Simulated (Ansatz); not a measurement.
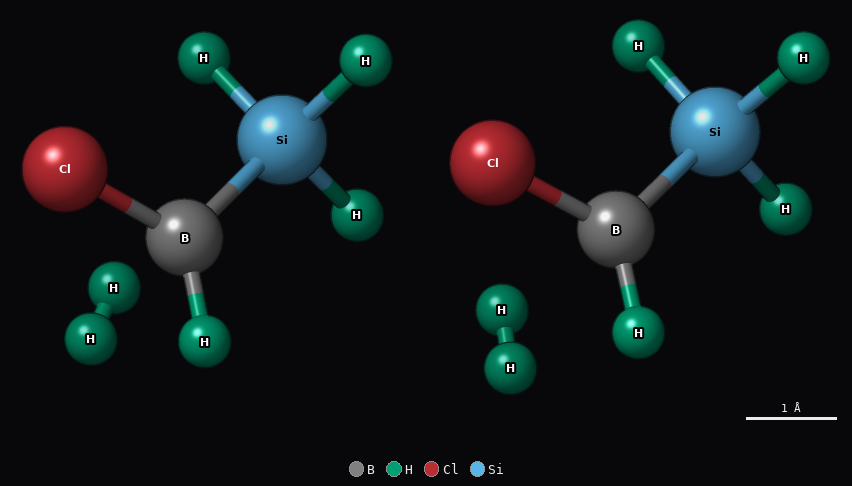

Two geometries of BSiH₆Cl, drawn at one scale. One is the start of a relaxation, the other its converged end. Style: ball-and-stick. Shown from a free direction.

All numbers below come from RKS PBE-D4/def2-SVP (Ansatz 0.2.0). Settings: no spin polarisation; force threshold 0.03 eV/Å; at most 50 steps.

Q: Which one is relaxed?

A: The right one is the relaxed one. The run prepares an end point of a later path (reaction) calculation, from a guessed geometry. An H atom moves most after the best rigid fit: 0.58 Å. By element the largest moves are H 0.58 Å, B 0.16 Å, Si 0.13 Å, Cl 0.09 Å. Among the contacts that change: B–Si 1.975 → 2.026 Å, H–H 0.723 → 0.769 Å, B–Cl 1.762 → 1.756 Å. Over 11 accepted moves (12 points after the start) the energy falls by 0.115 eV. Largest force component: 1.6 eV/Å at the start, 0.0029 eV/Å at the end. The line search rejected the trial step at point 8 of the run. The forces were under the threshold at step 7, but the run went on from there.

Limits of the set-up: the start holds two separate molecules, 2.4 Å apart at their closest, whose relative position is a soft coordinate.
